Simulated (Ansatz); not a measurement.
**CH₈OSSi₂: small, medium and large basis sets**

Aim: see how fast density functionals converge with the basis set for CH₈OSSi₂.

Method: one geometry, several basis sets; program: Ansatz 0.2.0, Gaussian basis.

Plan: PBE0-D4/def2-SVP; ωB97M-V/def2-SVP; PBE0-D4/def2-QZVPP; ωB97M-V/def2-QZVPP; the functionals' def2-TZVPP values are taken from earlier runs.

### Step 1. Structure used throughout

The geometry comes from an earlier relaxation with PBE0-D4 in a triple-zeta def2 set; it is a stationary point, not always the lowest conformer.

SMILES `CO[SiH]([SiH3])S`, 13 atoms, charge 0, spin multiplicity 1.

Atoms are counted from 1 here; the program's logs count them from 0.

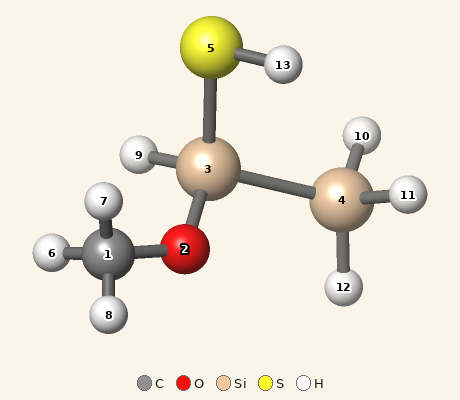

The structure; carbon grey, oxygen red, silicon light orange, sulfur yellow, hydrogen white; atoms are numbered from 1 in the order of the file.

### Step 2. PBE0-D4 in def2-SVP

File in.yaml:

```yaml
crystal:
  periodic: [false, false, false]
  atoms:
    - {symbol: C, position_ang: [-0.686406, 1.092463, 1.965964]}
    - {symbol: O, position_ang: [-0.570550, 0.078695, 0.989527]}
    - {symbol: Si, position_ang: [-0.007821, 0.343737, -0.528904]}
    - {symbol: Si, position_ang: [-0.078044, -1.718390, -1.618934]}
    - {symbol: S, position_ang: [1.975460, 1.152611, -0.571100]}
    - {symbol: H, position_ang: [-1.352190, 1.894342, 1.627795]}
    - {symbol: H, position_ang: [0.290737, 1.524579, 2.203302]}
    - {symbol: H, position_ang: [-1.105847, 0.646654, 2.868787]}
    - {symbol: H, position_ang: [-0.789455, 1.421744, -1.198430]}
    - {symbol: H, position_ang: [0.239663, -1.520617, -3.057852]}
    - {symbol: H, position_ang: [0.949099, -2.612726, -1.018872]}
    - {symbol: H, position_ang: [-1.413669, -2.360347, -1.496436]}
    - {symbol: H, position_ang: [2.569223, 0.022555, -0.150050]}
basis:
  gaussian: {orbitals: def2-SVP}
hamiltonian: {xc: pbe0, dispersion: d4}
output: {orbitals: {seedname: orbitals}}
```

Launch:

```
> ansatz run in.yaml --threads 4 --pin off --events-out ev --progress --plain --max-ram 10444MiB
```

After this run come: ωB97M-V in def2-SVP; PBE0-D4 in def2-QZVPP; ωB97M-V in def2-QZVPP.

Before running them: what should the planned runs give, taken together? Wanted: PBE0-D4: double and triple zeta above quadruple; ωB97M-V: double and triple zeta above quadruple.

**Answer**, as computed:

| quantity | value |
| --- | --- |
| PBE0-D4: double and triple zeta above quadruple | 14.24, 1.05 eV |
| ωB97M-V: double and triple zeta above quadruple | 14.34, 1.00 eV |

What this shows: PBE0-D4 gains 13.19 eV from double to triple zeta, then 1.05 eV more. Total energies overstate the basis error of differences, where much of it tends to cancel. The LUMO of ωB97M-V is positive and keeps falling with the basis (2.18 to 1.34 eV): an unbound level that the basis holds in place.
